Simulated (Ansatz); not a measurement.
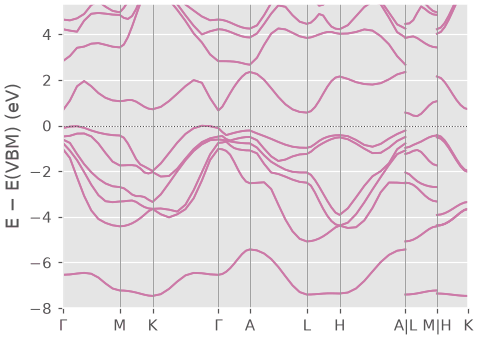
Figure: Band structure from DFT-PBE+D3(BJ) with spin–orbit coupling in the program Ansatz with PAW potentials

The gap is 0.32 eV; an edge lies off the plotted path or next to a special point (maximum off the standard path, minimum off the standard path).

The material is SnSe2 (CdI2 type, P-3m1).

Symmetry was held in the PBE+D3(BJ) relaxation; of distortions, only those at the zone centre were tested.

Potentials: the later of the program's two PAW sets.
